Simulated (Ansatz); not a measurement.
**C3H7BO: small, medium and large basis sets**

How large a basis does C3H7BO need? Two functionals are run in growing sets.

Computed with Ansatz 0.2.0, Gaussian basis. Level: one geometry, several basis sets.

Levels to be run: PBE0-D4/def2-SVP; ωB97M-V/def2-SVP; PBE0-D4/def2-QZVPP; ωB97M-V/def2-QZVPP; the functionals' def2-TZVPP values are taken from earlier runs.

## 1. The geometry

All runs share one geometry, relaxed beforehand with PBE0-D4/def2-TZVP.

SMILES `CB(C)C=O`, 12 atoms, charge 0, spin multiplicity 1.

Atoms are counted from 1 here; the program's logs count them from 0.

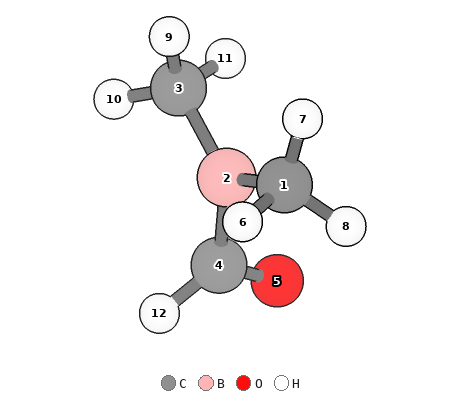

The geometry (carbon grey, boron pink, oxygen red, hydrogen white); atoms are numbered from 1 in the order of the file.

Coordinates:

```
C    -1.3627   -0.2595    0.6287
B     0.0145    0.0746   -0.0204
C     1.3213   -0.7367    0.2318
C     0.0868    1.2792   -1.0463
O    -0.1663    1.1021   -2.2192
H    -1.5395    0.4836    1.4207
H    -1.4092   -1.2447    1.0966
H    -2.1942   -0.1429   -0.0717
H     1.2957   -1.3566    1.1301
H     2.2359   -0.1384    0.2193
H     1.4045   -1.4201   -0.6274
H     0.3901    2.3045   -0.7082
```

## 2. PBE0-D4 in def2-SVP

in.yaml

```yaml
crystal:
  periodic: [false, false, false]
  atoms:
    - {symbol: C, position_ang: [-1.362682, -0.259513, 0.628739]}
    - {symbol: B, position_ang: [0.014541, 0.074601, -0.020433]}
    - {symbol: C, position_ang: [1.321343, -0.736686, 0.231835]}
    - {symbol: C, position_ang: [0.086818, 1.279158, -1.046338]}
    - {symbol: O, position_ang: [-0.166274, 1.102094, -2.219151]}
    - {symbol: H, position_ang: [-1.539486, 0.483572, 1.420705]}
    - {symbol: H, position_ang: [-1.409230, -1.244741, 1.096553]}
    - {symbol: H, position_ang: [-2.194245, -0.142881, -0.071727]}
    - {symbol: H, position_ang: [1.295657, -1.356627, 1.130106]}
    - {symbol: H, position_ang: [2.235924, -0.138395, 0.219296]}
    - {symbol: H, position_ang: [1.404466, -1.420147, -0.627444]}
    - {symbol: H, position_ang: [0.390071, 2.304466, -0.708241]}
basis:
  gaussian: {orbitals: def2-SVP}
hamiltonian: {xc: pbe0, dispersion: d4}
output: {orbitals: {seedname: orbitals}}
```

On the command line:

```console
> ansatz run in.yaml --threads 4 --pin off --events-out ev --progress --plain --max-ram 10444MiB
```

Standard output:

```text
Functional definition: PBE0
  name "PBE0"
  cite "Adamo & Barone, J. Chem. Phys. 110, 6158 (1999) doi:10.1063/1.478522"
  cite "Perdew, Burke & Ernzerhof, Phys. Rev. Lett. 77, 3865 (1996) doi:10.1103/PhysRevLett.77.3865"
  parent pbe
  parameter a = 0.25
  parameter kappa = 0.804
  parameter beta = 0.06672455060314922
  exchange = (1 - a)*pbe_x(kappa = kappa, mu = beta*pi^2/3) + a*exact_x
  correlation = pbe_c(beta = beta)
1177 factors; their error is unknown
mean field evaluation 1: about -5928.5391 eV, gradient 6.0e1 eV
mean field evaluation 2: about -5924.9688 eV, gradient 7.3e1 eV
mean field evaluation 4: about -5936.6222 eV, gradient 2.2e0 eV
mean field evaluation 8: about -5936.6324 eV, gradient 2.8e-2 eV
mean field evaluation 16: about -5936.6280 eV, gradient 2.7e-5 eV
mean field -5936.62796904 eV, -218.1670538711 hartree, gradient 2.7e-5 eV, S^2 0.000000; 0 other end points of the search recorded, 0 dependent functions left out
reference -5936.62799405 eV, -218.1670547904 hartree; 19, 19 occupied and 86, 86 virtual orbitals, 1177 factors
Total energy: -5936.79773280 eV, -218.1732925744 hartree
```

It took 1.8 s on 4 threads of Intel Xeon at 2.50GHz, shared host.

## 3. ωB97M-V in def2-SVP

in.yaml, as its differences from that of step 2:

```diff
@@ -17,3 +17,3 @@
   gaussian: {orbitals: def2-SVP}
-hamiltonian: {xc: pbe0, dispersion: d4}
+hamiltonian: {xc: {name: wB97M-V}}
 output: {orbitals: {seedname: orbitals}}
```

Launched as before.

Standard output, cut to the lines that bear on the results:

```text
Functional definition: wB97M-V
  name "wB97M-V"
  cite "Mardirossian & Head-Gordon, J. Chem. Phys. 144, 214110 (2016) doi:10.1063/1.4952647"
  cite "Becke, J. Chem. Phys. 107, 8554 (1997) doi:10.1063/1.475007"
  cite "Vydrov & Van Voorhis, J. Chem. Phys. 133, 244103 (2010) doi:10.1063/1.3521275"
  # Of w^i u^j: cxij and so on, Table III.
[...]
  gx(w, u) = 1 - cx + cx01*u + cx10*w
  gss(w, u) = css00 + css04*u^4 + css10*w + css20*w^2 + css43*w^4*u^3
  gos(w, u) = cos00 + cos10*w + (cos20 + cos21*u)*w^2 + (cos60 + cos61*u)*w^6
[...]
      + integral(e_c_pw_mod_opposite_spin*gos(b97_w_opposite, b97_u_opposite)) + vv10(b, c)
1177 factors; their error is unknown
298 factors; integrals over basis functions are off by at most 8.8e-6 eV
[...]
mean field -5940.78140976 eV, -218.3196900025 hartree, gradient 5.2e-5 eV, S^2 0.000000; 0 other end points of the search recorded, 0 dependent functions left out
reference -5940.78144946 eV, -218.3196914614 hartree; 19, 19 occupied and 86, 86 virtual orbitals, 1177 factors
Total energy: -5940.78144946 eV, -218.3196914614 hartree
```

Wall time 6 s (4 threads of Intel Xeon at 2.50GHz, shared host); peak memory 0.3 GiB.

## 4. PBE0-D4 in def2-QZVPP

in.yaml, as its differences from that of step 3:

```diff
@@ -16,4 +16,4 @@
 basis:
-  gaussian: {orbitals: def2-SVP}
-hamiltonian: {xc: {name: wB97M-V}}
+  gaussian: {orbitals: "def2-QZVPP.json"}
+hamiltonian: {xc: pbe0, dispersion: d4}
 output: {orbitals: {seedname: orbitals}}
```

Launched as before.

Standard output:

```text
Functional definition: PBE0
  name "PBE0"
  cite "Adamo & Barone, J. Chem. Phys. 110, 6158 (1999) doi:10.1063/1.478522"
  cite "Perdew, Burke & Ernzerhof, Phys. Rev. Lett. 77, 3865 (1996) doi:10.1103/PhysRevLett.77.3865"
  parent pbe
  parameter a = 0.25
  parameter kappa = 0.804
  parameter beta = 0.06672455060314922
  exchange = (1 - a)*pbe_x(kappa = kappa, mu = beta*pi^2/3) + a*exact_x
  correlation = pbe_c(beta = beta)
1334 factors; their error is unknown
mean field evaluation 1: about -5932.2109 eV, gradient 7.4e1 eV
mean field evaluation 2: about -5927.7154 eV, gradient 8.5e1 eV
mean field evaluation 4: about -5943.5916 eV, gradient 4.8e0 eV
mean field evaluation 8: about -5943.6381 eV, gradient 4.3e-2 eV
mean field evaluation 16: about -5943.6373 eV, gradient 4.6e-5 eV
mean field -5943.63729013 eV, -218.4246416701 hartree, gradient 4.6e-5 eV, S^2 0.000000; 0 other end points of the search recorded, 0 dependent functions left out
reference -5943.63733093 eV, -218.4246431696 hartree; 19, 19 occupied and 476, 476 virtual orbitals, 1334 factors
Total energy: -5943.80706968 eV, -218.4308809536 hartree
```

Run time: 14 s. Hardware: 4 threads of Intel Xeon at 2.50GHz, shared host; peak memory 1.5 GiB.

## 5. ωB97M-V in def2-QZVPP

in.yaml, as its differences from that of step 4:

```diff
@@ -17,3 +17,3 @@
   gaussian: {orbitals: "def2-QZVPP.json"}
-hamiltonian: {xc: pbe0, dispersion: d4}
+hamiltonian: {xc: {name: wB97M-V}}
 output: {orbitals: {seedname: orbitals}}
```

Launched as before.

Standard output, cut to the lines that bear on the results:

```text
Functional definition: wB97M-V
  name "wB97M-V"
  cite "Mardirossian & Head-Gordon, J. Chem. Phys. 144, 214110 (2016) doi:10.1063/1.4952647"
  cite "Becke, J. Chem. Phys. 107, 8554 (1997) doi:10.1063/1.475007"
  cite "Vydrov & Van Voorhis, J. Chem. Phys. 133, 244103 (2010) doi:10.1063/1.3521275"
  # Of w^i u^j: cxij and so on, Table III.
[...]
  gx(w, u) = 1 - cx + cx01*u + cx10*w
  gss(w, u) = css00 + css04*u^4 + css10*w + css20*w^2 + css43*w^4*u^3
  gos(w, u) = cos00 + cos10*w + (cos20 + cos21*u)*w^2 + (cos60 + cos61*u)*w^6
[...]
      + integral(e_c_pw_mod_opposite_spin*gos(b97_w_opposite, b97_u_opposite)) + vv10(b, c)
1334 factors; their error is unknown
400 factors; integrals over basis functions are off by at most 8.4e-6 eV
[...]
mean field -5948.10166765 eV, -218.5887045181 hartree, gradient 8.0e-5 eV, S^2 0.000000; 0 other end points of the search recorded, 0 dependent functions left out
reference -5948.10173195 eV, -218.5887068809 hartree; 19, 19 occupied and 476, 476 virtual orbitals, 1334 factors
Total energy: -5948.10173195 eV, -218.5887068809 hartree
```

Run time: 25 s. Hardware: 4 threads of Intel Xeon at 2.50GHz, shared host; peak memory 1.9 GiB.

## 6. Density functionals: the series

The def2-TZVPP values come from earlier runs at the same geometry.

| functional | basis | functions | energy (eV) | from the largest (eV) | HOMO (eV) | LUMO (eV) |
| --- | --- | --- | --- | --- | --- | --- |
| PBE0-D4 | def2-SVP | 105 | -5936.7977 | 7.009 | -6.59 | -0.90 |
| PBE0-D4 | def2-TZVPP | 253 | -5943.4705 | 0.337 | -6.76 | -1.04 |
| PBE0-D4 | def2-QZVPP | 495 | -5943.8071 | 0.000 | -6.79 | -1.08 |
| ωB97M-V | def2-SVP | 105 | -5940.7814 | 7.320 | -8.97 | 1.22 |
| ωB97M-V | def2-TZVPP | 253 | -5947.7783 | 0.323 | -9.15 | 1.02 |
| ωB97M-V | def2-QZVPP | 495 | -5948.1017 | 0.000 | -9.18 | 0.96 |

## 7. Summary of results

| quantity | value |
| --- | --- |
| PBE0-D4: double and triple zeta above quadruple | 7.01, 0.34 eV |
| ωB97M-V: double and triple zeta above quadruple | 7.32, 0.32 eV |

For PBE0-D4 the step from double to triple zeta gains 6.67 eV and the next only 0.34 eV. These are total energies; as a rule much of such shifts cancels in differences, which this series doesn't test.

For PBE0-D4 the largest set took about 7 times as long as the smallest (14 s against 1.8 s).
